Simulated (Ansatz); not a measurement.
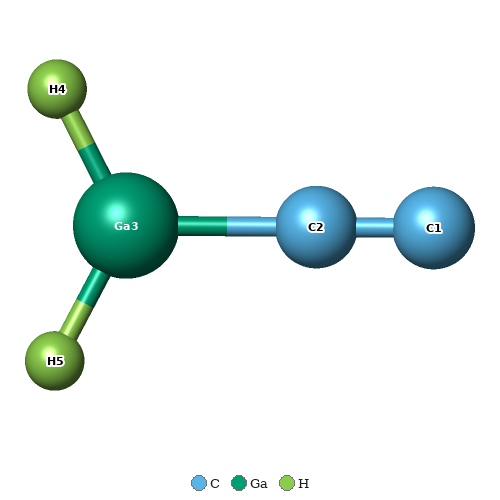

The system is C₂H₂Ga, SMILES [C]#[C][GaH2], spin multiplicity 2; the picture shows the reference structure. 
- Coordinates scanned: (1) bond length Ga3–H4; (2) bond length Ga3–H5.
- Nothing is relaxed (all other coordinates rigid).
- The grid has 9 × 9 points.
- Energies: eV, counted from the lowest grid point.
- Theory: UHF-MP2, frozen core/def2-TZVP (Ansatz).

Its coordinates:

```
atom    x (Å)    y (Å)    z (Å)
   C   1.0361  -1.3819   1.6481
   C   0.5212  -0.6952   0.8291
  Ga  -0.3137   0.4183  -0.4990
   H  -1.5304  -0.1673  -1.2536
   H   0.2868   1.8260  -0.7246
```

Range: bond length Ga3–H4 from 1.330 to 2.166 Å; bond length Ga3–H5 from 1.361 to 1.934 Å.

What landscape does the calculation give?

Answer. The lowest grid point is at bond length Ga3–H4 = 1.539 Å, bond length Ga3–H5 = 1.576 Å. No other kind of well shows on this grid. The highest grid point, bond length Ga3–H4 = 2.166 Å, bond length Ga3–H5 = 1.934 Å, lies 2.20 eV above the lowest. Round the minimum the contours are nearly round: the two directions are equally stiff and uncoupled.

```csv
"bond length Ga3–H5 ↓, bond length Ga3–H4 →",1.330,1.435,1.539,1.644,1.748,1.852,1.957,2.061,2.166
1.934,1.24,0.84,0.73,0.80,0.98,1.24,1.54,1.87,2.20
1.862,1.03,0.64,0.52,0.59,0.77,1.03,1.33,1.66,1.99
1.791,0.85,0.45,0.34,0.41,0.59,0.85,1.15,1.47,1.81
1.719,0.69,0.30,0.18,0.25,0.43,0.69,0.99,1.32,1.65
1.647,0.57,0.18,0.06,0.13,0.31,0.57,0.87,1.20,1.54
1.576,0.51,0.12,0.00,0.07,0.25,0.50,0.81,1.13,1.47
1.504,0.52,0.13,0.01,0.07,0.26,0.51,0.82,1.14,1.48
1.433,0.63,0.23,0.11,0.18,0.36,0.61,0.92,1.24,1.58
1.361,0.87,0.47,0.35,0.42,0.60,0.85,1.15,1.48,1.82
```

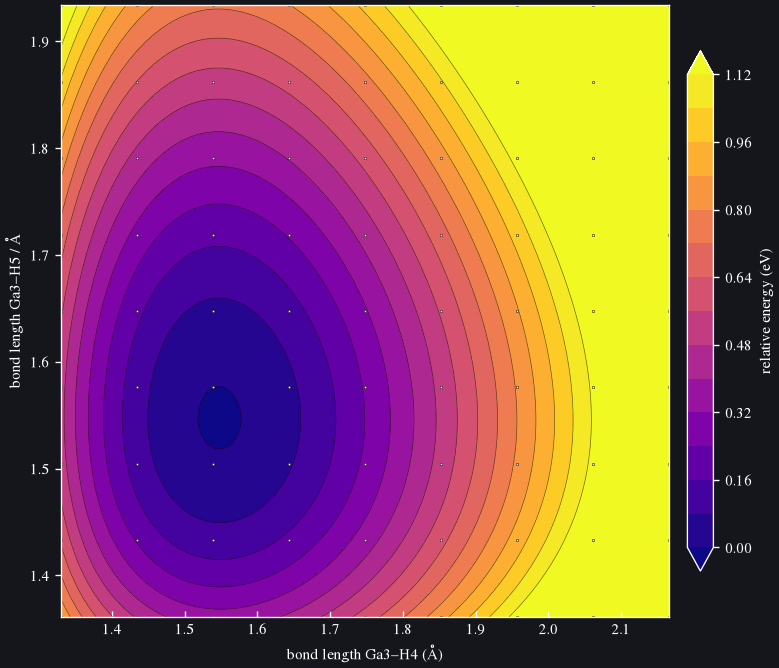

The picture shows filled contours, dots at the grid points, one colour for all values above the top of the scale. Between grid points the surface is interpolated.

Time for the 81 points that were run: 38 min on 1 thread of Arm Neoverse V2 (shared host).
